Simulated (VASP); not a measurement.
Band structure of Cd (relaxed from the bcc structure, space group Im-3m). Method: r2SCAN meta-GGA, VASP's PBE PAW potentials (set 64) (plane waves; VASP).

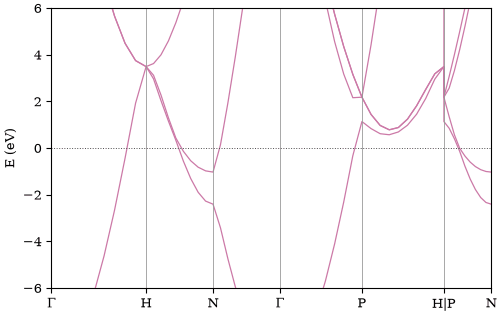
Fig. 1. Bands along high-symmetry lines, zero at the valence-band maximum or, without a gap, the Fermi level

Problem. Read the plot: is there a gap, and where are the band edges?

Solution. It has no gap at this level: it comes out as a metal or semimetal.

The structure was generated: Cd was put into the bcc type (Im-3m), which need not be its known phase. It was relaxed first.
